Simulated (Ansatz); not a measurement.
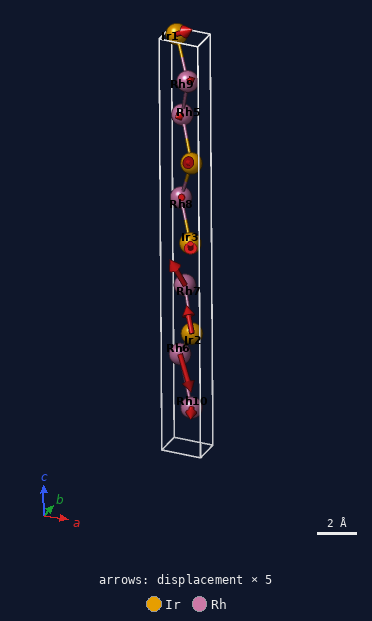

A relaxation of a crystal of Ir2Rh3 (a generated structure, set up in P1) (coarse preliminary run). The starting structure is drawn; red arrows show the displacements (the part carried along by the change of the cell is left out), 5 times their true length.

A ball-and-stick model of the cell of the calculation, seen slightly off an axis.

Theory: DFT PBE, scalar-relativistic, plane waves, PAW in Ansatz.

The input:
```yaml
crystal:
  lattice:
    - [2.7163878166, 0.0422551259, 0.0432600368]
    - [-1.3215998958, 2.3469683116, -0.0363755919]
    - [0.3485712002, -0.137194169, 22.2102207297]
  atoms:
    - { symbol: Ir, position: [0.2483591947, 0.6598153326, -0.0040172458] }
    - { symbol: Ir, position: [0.7031990295, 0.3008198796, 0.2874623963] }
    - { symbol: Ir, position: [0.6845039168, 0.2789900025, 0.507153202] }
    - { symbol: Ir, position: [0.7179208675, 0.3071989876, 0.7013645102] }
    - { symbol: Rh, position: [0.3600369105, 0.7092484348, 0.8006927815] }
    - { symbol: Rh, position: [0.2689910276, 0.6832872751, 0.2173289821] }
    - { symbol: Rh, position: [0.3891401085, 0.7415648816, 0.3860302312] }
    - { symbol: Rh, position: [0.3347355909, 0.6447091612, 0.6007224018] }
    - { symbol: Rh, position: [0.6353586731, 0.3026534572, 0.8991861269] }
    - { symbol: Rh, position: [0.657754681, 0.3717125876, 0.1040766139] }
basis:
  ecutwfc: 420
kpoints:
  mp_grid: { grid: [12, 12, 1] }
hamiltonian:
  xc: pbe
scf:
  occupations: { method: gaussian, width: 0.2 }
  lower_state_search: "off"
output:
  forces: true
  stress: true
  eigenvalues: true
relax:
  adjacent_minimum: "off"
  f_tol: 0.025
  max_steps: 60
  cell: { stress_tol: 0.25 }
```

Launched with:
```bash
ansatz run input.yaml --threads 4 --pin off --max-ram 8192MiB --backend cpu --events-out ev --progress --plain --runs-dir out
```

Which element moves most?

Rhodium: up to 0.43 Å, against 0.32 Å for iridium.

What did the optimiser do to the structure, and how much energy did it gain?

After 4 accepted moves (5 points after the start) the energy has fallen by 535 meV per atom. Largest force component: 17 eV/Å at the start, 0.004 eV/Å at the end. Pressure: 21.03 GPa at the start and 0.01 GPa at the end. The SCF was repeated once at an unchanged geometry on a basis and grid sized afresh for the cell, which shifted the energy by less than 0.05 meV per atom at most. Rh6 moves most relative to the cell: 0.43 Å along [3 −1 −1]. Largest moves by element: Rh 0.43 Å, Ir 0.32 Å. Cell: a 2.717 → 2.731 Å (+0.5 %), b 2.694 → 2.731 Å (+1.4 %), c 22.213 → 22.125 Å (−0.4 %), α 91.5° → 90.0°, β 88.2° → 90.0°, γ 118.5° → 120.0°. Volume +0.1 %. Some distances before and after: Ir2–Rh6 2.068 → 2.703 Å, Ir3–Rh7 3.272 → 2.720 Å, Ir2–Rh6 (another image) 2.166 → 2.706 Å, Ir3–Rh7 (another image) 3.168 → 2.717 Å. New bonds form, among them: Ir3–Rh7 (3.27 → 2.72 Å). Within 0.06 Å the space group is P1 at the start and P-6m2 at the end; at a tighter tolerance small leftover displacements or strains of the cell lower it.
